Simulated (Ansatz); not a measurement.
# MP2/STO-3G run of CuF (fluorocopper)

Aim: the vertical ionisation energy of CuF (fluorocopper) at MP2/STO-3G, from 2 runs. 

Program for the calculation: Ansatz 0.2.0.

83 further runs of the same task are left out: 47 that didn't finish, 36 set aside as unsound or not needed.

**1. The structure to begin with**

The species is CuF (2 atoms), meant as a singlet with charge 0. SMILES: `[F][Cu]`. The shape is that of a PBE0-D4/def2-TZVP optimisation.

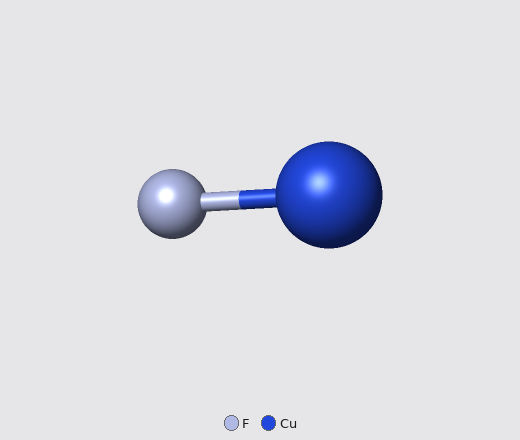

Viewed from a chosen angle; fluorine light blue, copper blue.

**2. A single-point energy at MP2/STO-3G**

job.yaml

```yaml
crystal:
  periodic: [false, false, false]
  atoms:
    - {symbol: F, position_ang: [0.751010, -0.268940, 0.377080]}
    - {symbol: Cu, position_ang: [-0.751010, 0.268940, -0.377080]}
basis:
  gaussian: {orbitals: STO-3G}
total_charge: 0
correlation: {method: mp2, frozen_orbitals: {Cu: 5, F: 1}}
accuracy: high
```

Run with:

```bash
$ ansatz run job.yaml --threads 1 --pin off --max-ram 3480MiB --events-out events.jsonl --progress --plain --runs-dir runs
```

The program printed (excerpt; [...] marks lines left out):

```text
Warning: RAYON_NUM_THREADS=1 ignored (pool sized by the plan → 1); use --threads N
Functional definition: HF
  name "HF"
[...]
300 factors; integrals over basis functions are off by at most 4.1e-8 eV
[...]
mean field -46758.63761789 eV, -1718.3482383147 hartree, gradient 3.6e-8 eV, S^2 0.000000; 22 other end points of the search recorded, 0 dependent functions left out; unrestricted orbitals would lower it
[...]
unrestricted determinant -46762.07527078 eV, -1718.4745697282 hartree, S^2 1.0029
6 core orbitals not correlated: weight in the atoms' cores, before any rotation towards them, 1.000 or more for the frozen orbitals, at most 0.000 for the correlated occupied ones
reference -46758.63761789 eV, -1718.3482383147 hartree; 13, 13 occupied and 4, 4 virtual orbitals, 300 factors
second order -2.22574767 eV of doubles, -0.00000000 eV of singles
WARN: the method's energy lies above the unrestricted determinant's, so it is not that of the lowest state
Total energy: -46760.86336557 eV, -1718.4300330330 hartree
```

Run time: 0.62 s. Hardware: 1 thread of AMD EPYC 9R45 (Zen 5), shared host.

**3. The doublet cation**

in.yaml

```yaml
crystal:
  periodic: [false, false, false]
  atoms:
    - {symbol: F, position_ang: [0.751010, -0.268940, 0.377080]}
    - {symbol: Cu, position_ang: [-0.751010, 0.268940, -0.377080]}
basis:
  gaussian:
    orbitals: STO-3G
total_charge: 1
magnetization:
  spin_polarized: true
  initial_magnetization: 1
correlation:
  method: mp2
  frozen_orbitals: {Cu: 5, F: 1}
accuracy: high
```

Run with:

```bash
$ ansatz run in.yaml --threads 1 --pin off --max-ram 3480MiB --events-out events.jsonl --progress --plain --runs-dir runs
```

The program printed (excerpt; [...] marks lines left out):

```text
Warning: RAYON_NUM_THREADS=1 ignored (pool sized by the plan → 1); use --threads N
Functional definition: HF
  name "HF"
[...]
300 factors; integrals over basis functions are off by at most 4.1e-8 eV
[...]
mean field -46756.83848867 eV, -1718.2821215352 hartree, gradient 1.3e-8 eV, S^2 1.788852; 25 other end points of the search recorded, 0 dependent functions left out
6 core orbitals not correlated: weight in the atoms' cores, before any rotation towards them, 1.000 or more for the frozen orbitals, at most 0.000 for the correlated occupied ones
reference -46756.83848867 eV, -1718.2821215352 hartree; 13, 12 occupied and 4, 5 virtual orbitals, 300 factors
second order -1.55177517 eV of doubles, -0.00000000 eV of singles
Total energy: -46758.39026384 eV, -1718.3391482209 hartree
```

Run time: 0.86 s. Hardware: 1 thread of AMD EPYC 9R45 (Zen 5), shared host.

**4. Summary of results**

At MP2/STO-3G, 6 core orbitals frozen:

```
                                                    quantity           value
                                   singlet CuF: total energy  -1718.43003 Eh
    singlet CuF: correlation energy (6 core orbitals frozen)       -81.8 mEh
                                doublet cation: total energy  -1718.33915 Eh
 doublet cation: correlation energy (6 core orbitals frozen)       -57.0 mEh
           doublet cation: ⟨S²⟩ of the reference determinant           1.789
vertical ionisation energy (to the doublet cation), in doubt        2.473 eV
```

Removing an electron at fixed nuclei costs 2.47 eV (239 kJ/mol). This value lies far from the orbital energy or is too small for a neutral ground state: the hole may sit in another orbital, or the first species is not in its lowest state. In a minimal basis such a difference can be off by several eV, whatever the method. The restricted solution (singlet CuF) is unstable to spin breaking: an unrestricted one lies lower. ⟨S²⟩ (doublet cation) is 1.79 where a pure doublet has 0.75: the reference is spin-contaminated.
